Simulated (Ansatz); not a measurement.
## How far to go with the k-point mesh: MgPd (P4mm, 2 atoms in the cell)

```
CELL_PARAMETERS angstrom
      3.13960     0.00000     0.00000
      0.00000     3.13960     0.00000
      0.00000     0.00000     3.13960
ATOMIC_POSITIONS crystal
  Mg 0.00000 0.00000 0.01593
  Pd 0.50000 0.50000 0.50000
```

Method: LDA (PW92), default PAW files made with PBE (plane waves; Ansatz, a program for electronic structure).

Base settings: basis.ecutwfc = 30.9 Ry; kpoints.mp_grid.grid = 11 11 11; hamiltonian.xc = lda; hamiltonian.pseudopotentials = {kind: paw} (the program's default PAW files); scf.occupations.method = gaussian; scf.occupations.width = 0.0073 Ry.

The second cell is the first with its lattice scaled by 0.98.

Only quantities that move along the ladder and can be compared are tabulated.

The count of work is k-points × plane waves × bands × iterations; it is no time. 

The starting cell comes from a database of computed structures (which also holds hypothetical and non-ambient phases and stackings), without a prior relaxation at this level. Its lattice was rescaled by up to half a per cent. One atom was moved a little off its site on purpose. Spin polarisation is off. In the base run, with a pressure of about -3 GPa the cell is away from its equilibrium volume at this level. Ansatz's pressure includes its estimate of the finite-basis (Pulay) stress.

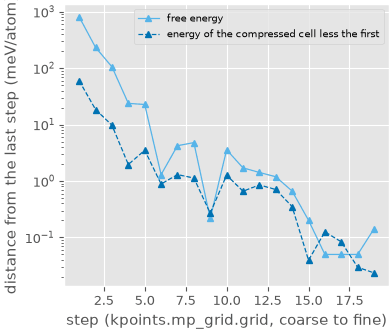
Distance from the last step along the ladder; very small values are drawn at a floor.

```csv
kpoints.mp_grid.grid,free energy less the last step's (meV/atom),energy of the compressed cell less the first (meV/atom),pressure (GPa),largest difference of a force vector from the last step's (eV/Å),count of work / last
2 2 2,807.51,57.10,6.55,0.016,0.0026
3 3 3,-232.47,-21.00,-6.76,0.012,0.0019
4 4 4,105.53,7.22,-2.16,0.009,0.0058
5 5 5,-23.74,-4.48,-4.02,0.003,0.0058
6 6 6,22.70,0.98,-3.11,0.001,0.013
7 7 7,1.30,-1.63,-3.53,0.001,0.013
8 8 8,4.22,-1.22,-3.48,0.000,0.024
9 9 9,4.79,-1.39,-3.49,0.001,0.024
10 10 10,-0.22,-2.25,-3.66,0.000,0.041
11 11 11,3.58,-1.25,-3.49,0.001,0.041
12 12 12,-1.71,-3.18,-3.82,0.001,0.064
14 14 14,-1.42,-3.37,-3.84,0.001,0.094
15 15 15,1.19,-1.81,-3.57,0.001,0.094
17 17 17,0.66,-2.17,-3.64,0.000,0.13
20 20 20,-0.20,-2.56,-3.70,0.000,0.24
23 23 23,0.05,-2.65,-3.71,0.000,0.30
25 25 25,-0.02,-2.60,-3.71,0.000,0.38
28 28 28,0.02,-2.49,-3.69,0.000,0.58
31 31 31,-0.14,-2.54,-3.70,0.000,0.71
34 34 34,0.00,-2.52,-3.69,0.000,1.0
```

Coarsest kpoints.mp_grid.grid that holds the forces within 0.01 eV/Å of the last step, with all finer ones: 4 4 4, at 0.0058 of the last step's count of work; the step before is off by 0.012 eV/Å.

Coarsest kpoints.mp_grid.grid that holds the energy of the compressed cell less the first within 1 meV/atom of the last step, with all finer ones: 12 12 12, at 0.064 of the last step's count of work; the step before is off by 1.3 meV/atom.

Coarsest kpoints.mp_grid.grid that holds the free energy within 0.5 meV/atom of the last step, with all finer ones: 20 20 20, at 0.24 of the last step's count of work; the step before is off by 0.66 meV/atom.

The energy difference between the two cells stays within 1 meV/atom of the last step's from 12 12 12 on, the total only from 17 17 17 on: much of the error is common to both cells and cancels.

Two neighbours can agree and both be off: 8 8 8 and 9 9 9 differ by 0.57 meV/atom in the free energy, yet lie about 4.8 meV/atom from the last step.

Keys are those of Ansatz 0.2.
